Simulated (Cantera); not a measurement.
Feed: 1 mol Si3N4, 0.093 mol CO2, 9.2 mol N2, held at 0.0615 Torr.

Method: chemical equilibrium by Gibbs-energy minimisation in Cantera with the NASA 1993 tables (ideal gas, pure condensed phases). Candidate condensed phases: C, Si, SiC, SiO2, Si2N2O, Si3N4; 34 gas species. Mutual solubility and eutectic melting of coexisting phases are not modelled. The tables' values for SiN are old estimates; treat these amounts as uncertain. Equilibrium is a limit: real reactors are often held back by kinetics, nucleation or transport.

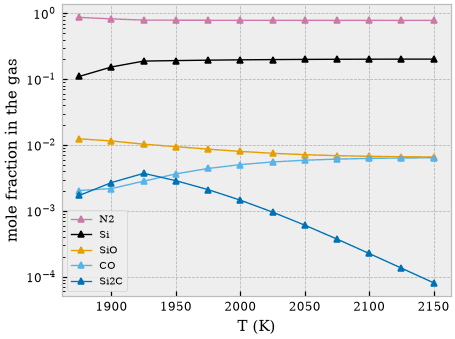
Figure. Equilibrium gas composition (values under 1e-9 drawn at 1e-9)

From 1875 K to 1900 K the condensed part is Si(l) + SiC(s). From 1925 K to 2150 K nothing is condensed. The main Si-bearing gas is Si throughout.
